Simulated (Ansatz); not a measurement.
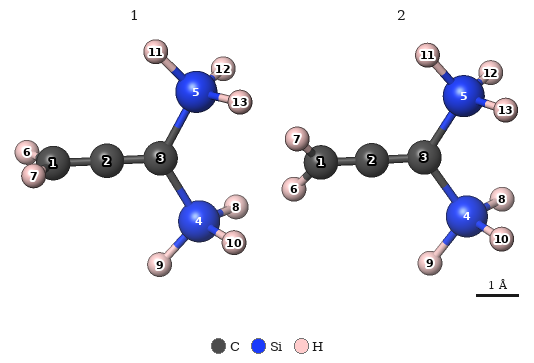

Two geometries of C$_{3}$H$_{8}$Si$_{2}$, drawn at one scale. One is the start of a relaxation, the other its converged end. The picture is a ball-and-stick view, seen at a tilt.

Computed with RKS BHLYP-D4/def2-SVP (Ansatz). Settings: no spin polarisation; force threshold 0.02 eV/Å; at most 50 steps.

### Which of the two is the end point?

Structure 1 is the relaxed one. The run prepares an end point of a later path (hydrogen shift) calculation, from a guessed geometry. After 7 geometry steps the energy has fallen by 35.6 kcal/mol. The largest force component goes from 5.8 to 0.01 eV/Å. The largest moves after the best rigid fit, 0.91 Å, are those of H6 and H7. By element the largest moves are H 0.91 Å, Si 0.12 Å, C 0.08 Å. Near-neighbour distances that change, for instance: Si4–H9 1.546 → 1.479 Å, C1–C2 1.238 → 1.302 Å, Si4–H10 1.423 → 1.483 Å, C1–H6 1.144 → 1.086 Å. Among the angles between lasting bonds that change: Si4–C3–Si5 114.4° → 122.4°, C3–Si4–H10 115.8° → 109.9°, H8–Si4–H9 104.6° → 109.9°. The run took 25 s on 2 threads of Arm Neoverse V2, on a shared host, peak memory 0.28 GiB.
